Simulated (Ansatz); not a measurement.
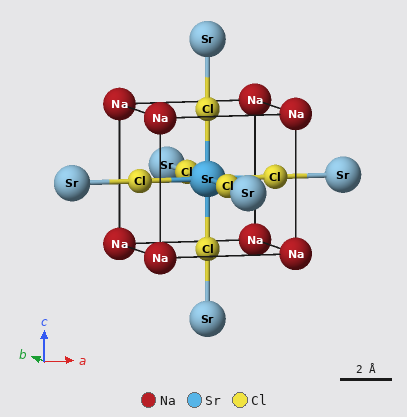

Structure drawing (ball-and-stick), viewed slightly off an axis. Lines trace the edges of the unit cell. The first bonded neighbours in the surrounding cells are also shown, in fainter colours.

NaSrCl3, a = 5.653 Å, b = 5.653 Å, c = 5.620 Å, α = 90.00°, β = 90.00°, γ = 90.00°. Strictly the space group is P4/mmm (No. 123, within 0.01 Å). It is a distorted form of a primitive cubic structure, space group Pm-3m (No. 221) within 0.25 Å: cubic perovskite with the larger cation on the octahedral site (an inverted filling). The model was built from a structure type filled with these elements by a generator (whether the compound takes this form wasn't checked). The cell was then strained or its atoms displaced on purpose. It was run through Ansatz as a DFT input.

This one geometry was computed with Ansatz (DFT, plane waves, PAW) at three levels of theory: r2SCAN, PBE and HSE06. It was relaxed with r2SCAN and then strained.

How does the band gap change with the level of theory?

PBE: a gap of 3.61 eV, indirect; r2SCAN: a gap of 4.38 eV, indirect; HSE06: a gap of 4.87 eV, indirect.

Collect the results in a table.

| level | cutoff (eV) | k-mesh of the run's cell | gap (eV) | pressure (GPa) |
| --- | --- | --- | --- | --- |
| r2SCAN | 500 | 4×4×4 | 4.38 | -0.2 |
| PBE | 420 | 4×4×4 | 3.61 | 0.1 |
| HSE06 | 420 | 4×4×4 | 4.87 | -0.1 |

Gaps are taken on the k-mesh or band path of each run.
